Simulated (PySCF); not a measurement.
## Electronic structure of C₅H₈ (SMILES C=CC1CC1) in real space

Input file:

```
{"job": {"xc": "wB97X-D", "basis": "pcSseg-1", "solvent": "chloroform", "kind": "nmr", "pop": true}, "charge": 0, "multiplicity": 1}
C      2.265740    -0.213256    -0.088472
C      0.968621    -0.405232    -0.340401
C     -0.141277     0.335812     0.283981
C     -1.384319     0.639118    -0.517039
C     -1.441753    -0.372020     0.578124
H      3.036620    -0.802888    -0.590315
H      2.601700     0.541145     0.630030
H      0.674412    -1.173218    -1.068405
H      0.166823     1.099309     1.005461
H     -1.414897     0.285092    -1.551517
H     -1.863055     1.609455    -0.362086
H     -1.961008    -0.114044     1.504734
H     -1.511993    -1.428788     0.304840
```

Launched as:

```sh
OMP_NUM_THREADS=1 python ens_run.py task.json out
```

Geometry: PBE0-D3(BJ)/def2-SVP.

These are results of PySCF 2.14.0, wB97X-D/pcSseg-1, SCF density, in a chloroform solvent model, non-relativistic, not measurements.

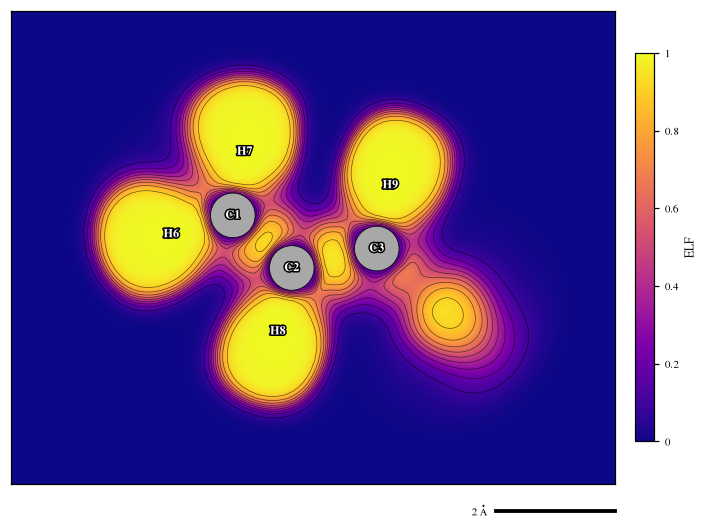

Figure 1. Electron localisation function on the plane of atoms C2, C1 and H7. Grey discs cover the atomic cores.

**Interpret the plot.**

Atoms in the plane: C and H.
C–C (1.34 Å): the ELF peaks at about 0.95 between the atoms (a multiple bond).
C–H (1.09 Å): the ELF climbs to about 1 towards the hydrogen, as it does in any bond to H: an ordinary covalent bond to hydrogen.
C–C (1.47 Å): the ELF peaks at about 0.95 between the atoms (a shared electron pair).

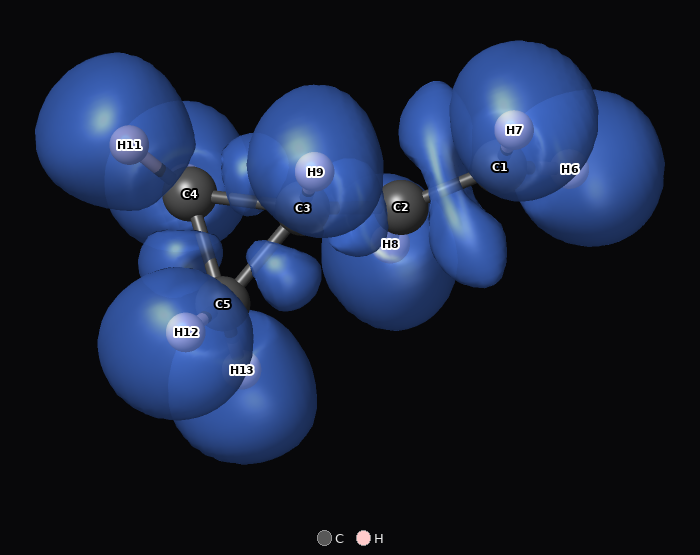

Figure 2. Isosurface of the electron localisation function at 0.75 (blue), seen at an oblique angle. Only the valence region is drawn (cores and ρ < 0.01 e/Å³ removed).

**What do the ELF domains correspond to?**

The surface consists of five regions between bonded C–C atoms (shared pairs) and eight regions around hydrogen nuclei.

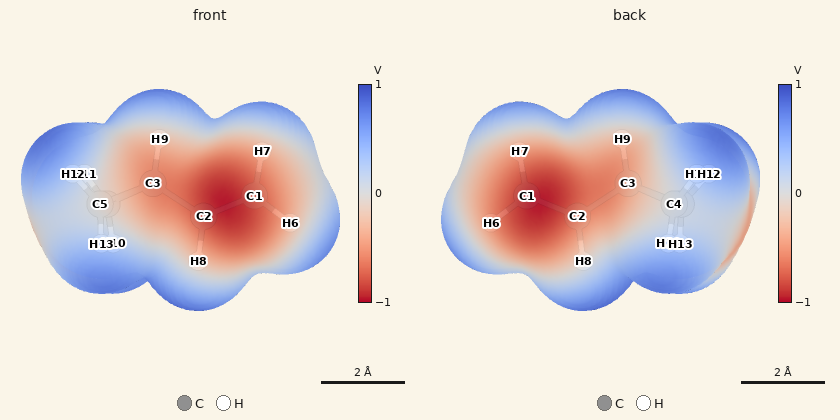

Figure 3. The molecular electrostatic potential painted on the density surface at 0.002 e/bohr³, seen from the front and from behind; red is negative and blue positive.

**Where is the surface potential most negative and most positive?**

The most negative region (about −1.0 V, or −23 kcal/mol for a unit charge) lies over the π face of C1 and C2, the most positive (about +0.8 V, or +18 kcal/mol for a unit charge) over the H atoms.
